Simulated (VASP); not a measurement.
Band structure of MgTe (wurtzite). Computed with vdW-DF-cx, VASP's PBE PAW potentials (set 64) (plane waves; VASP 6.6.1).

Unless said otherwise, spin-orbit coupling is left out, though it shifts the bands of the heavy elements here.

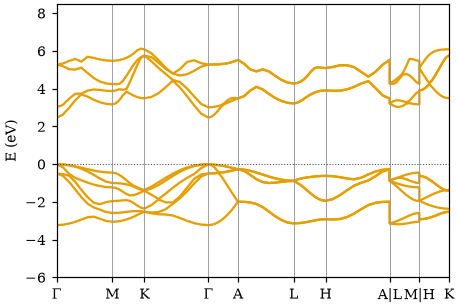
Figure: Bands along high-symmetry lines, zero at the valence-band maximum or, without a gap, the Fermi level

Q: Read the plot: is there a gap, and where are the band edges?

A: The gap is direct, 2.47 eV, from the valence maximum at Γ to the conduction minimum at Γ. (Edges off the drawn lines would not show.)

The compound is MgTe in the wurtzite structure. It was relaxed first.
